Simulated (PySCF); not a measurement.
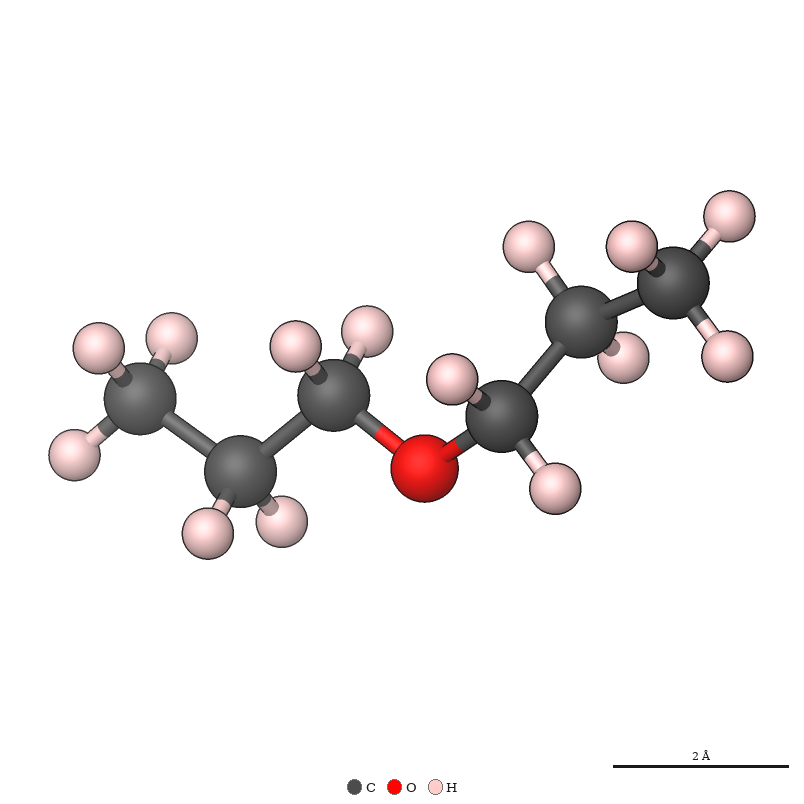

The computed structure is the end point of a GFN2-xTB optimisation. No frequency run is at hand to confirm it as a minimum.

Description:

The molecule is C6H14O. Its SMILES string is `CCCOCCC`. It has no ring. Among its groups: ether. The point group is C1. Coordination: 6 C tetrahedral; 1 O bent.

The parts below concern this one geometry. Atoms keep their numbers from picture to picture.

## Shape

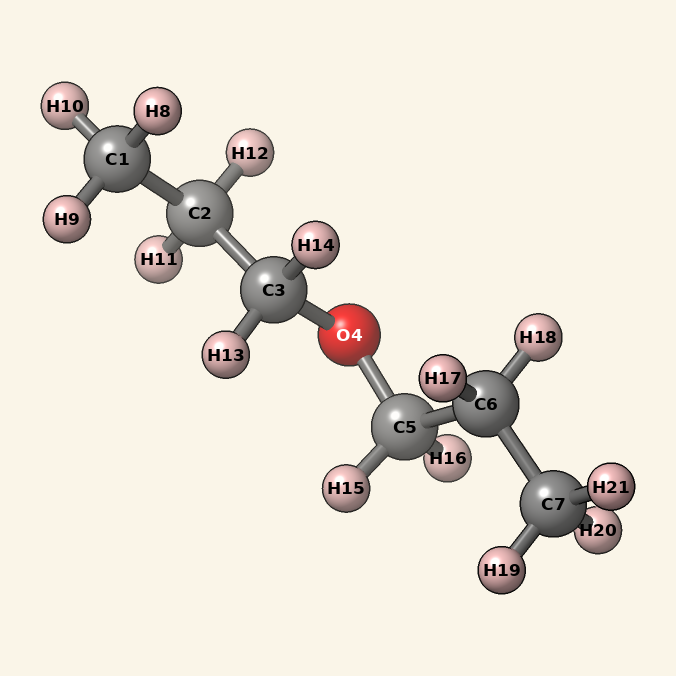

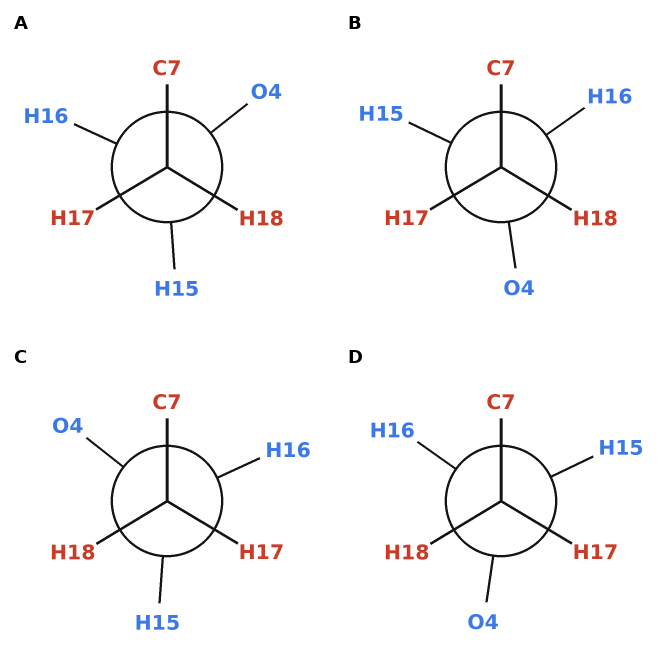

Distant atoms are faded towards the background colour. Bonds that would overlap in a projection are set slightly apart. No frequency run is at hand to confirm it as a minimum.

**Which Newman projection shows the view along C6–C5, with C6 in front?**

D. The torsion angle C7–C6–C5–O4 is −172°, antiperiplanar (anti).

## Dipole moment

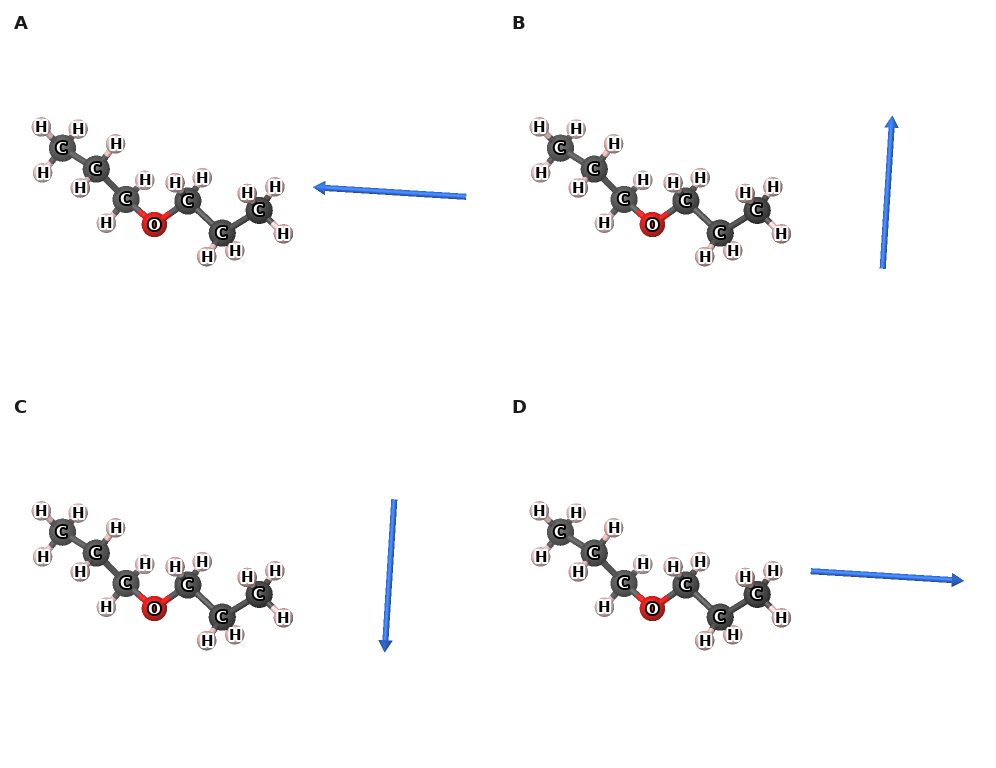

The same molecule four times, each with an arrow. No frequency run is at hand to confirm it as a minimum. Method: PBE0/pcSseg-1, gas phase (PySCF 2.14.0).

**Which arrow points along the dipole moment, from the negative to the positive end?**

B. The dipole moment is 1.22 D.

## Bond orders

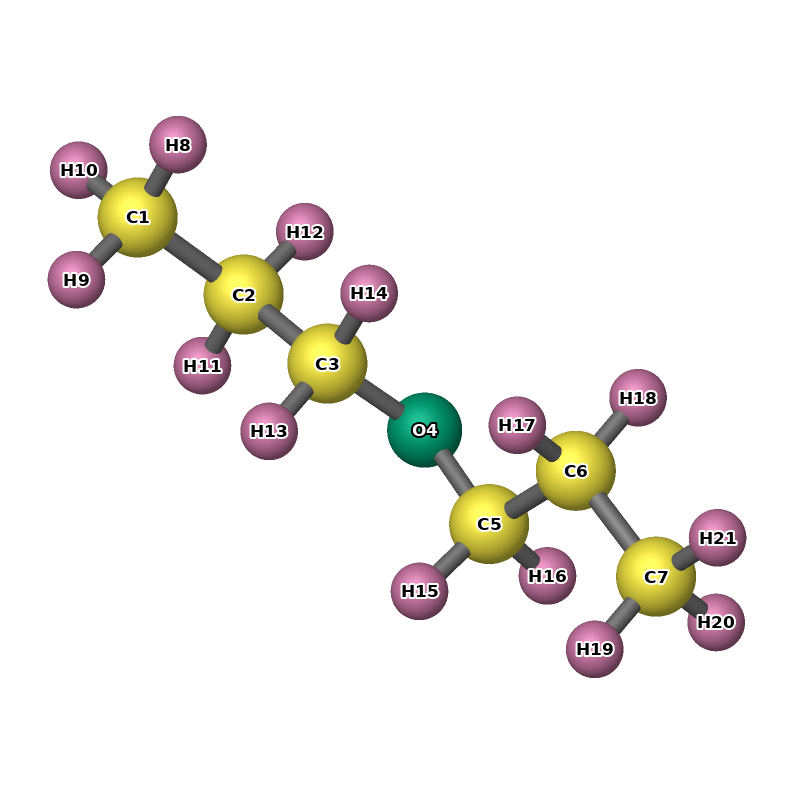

The thickness of each stick grows with its Mayer bond order. No frequency run is at hand to confirm it as a minimum. Level of theory: PBE0/pcSseg-1 (PySCF 2.14.0).

List the Mayer bond orders of C1–C2, C2–C3, C3–O4, O4–C5, C5–C6, C6–C7 (bonds between heavy atoms, one of each equivalent set).

```tsv
bond	Mayer order	length (Å)
C1–C2	1.05	1.523
C2–C3	1.04	1.525
C3–O4	0.92	1.411
O4–C5	0.94	1.407
C5–C6	1.02	1.532
C6–C7	1.06	1.523
```

## Quadrupole coupling

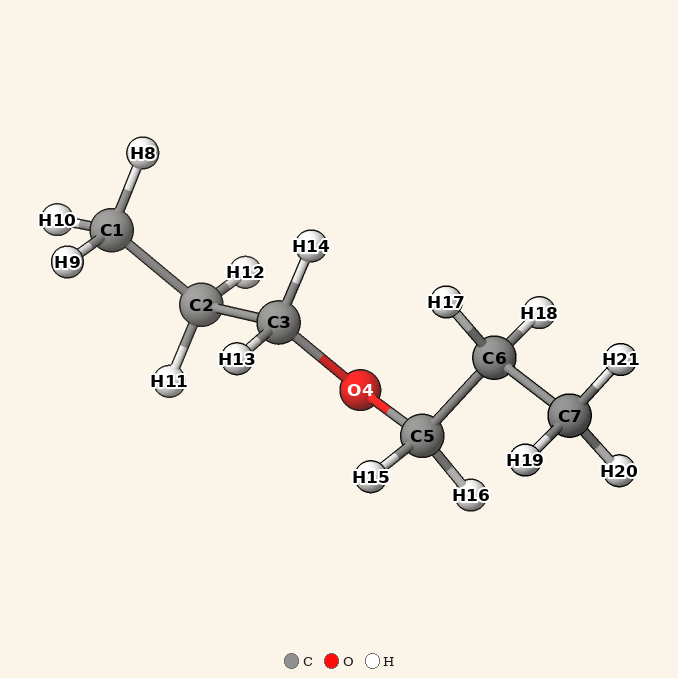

No frequency run is at hand to confirm it as a minimum. Electric field gradients from the ground-state density, PBE0/pcSseg-1 (PySCF 2.14.0), non-relativistic apart from any core potentials.

Give the largest field-gradient component, the quadrupole coupling constant and the asymmetry for 17O at O4 (Q = −25.6 mb), 2H at H8 (Q = 2.86 mb), 2H at H9 (Q = 2.86 mb), 2H at H10 (Q = 2.86 mb), 2H at H11 (Q = 2.86 mb).

```json
{"atom": "O4", "V_zz (a.u.)": "1.997", "e²qQ/h (MHz)": "−12.01", "η": "0.99"}
{"atom": "H8", "V_zz (a.u.)": "0.315", "e²qQ/h (MHz)": "0.212", "η": "0.02"}
{"atom": "H9", "V_zz (a.u.)": "0.315", "e²qQ/h (MHz)": "0.211", "η": "0.02"}
{"atom": "H10", "V_zz (a.u.)": "0.317", "e²qQ/h (MHz)": "0.213", "η": "0.01"}
{"atom": "H11", "V_zz (a.u.)": "0.305", "e²qQ/h (MHz)": "0.205", "η": "0.02"}
```
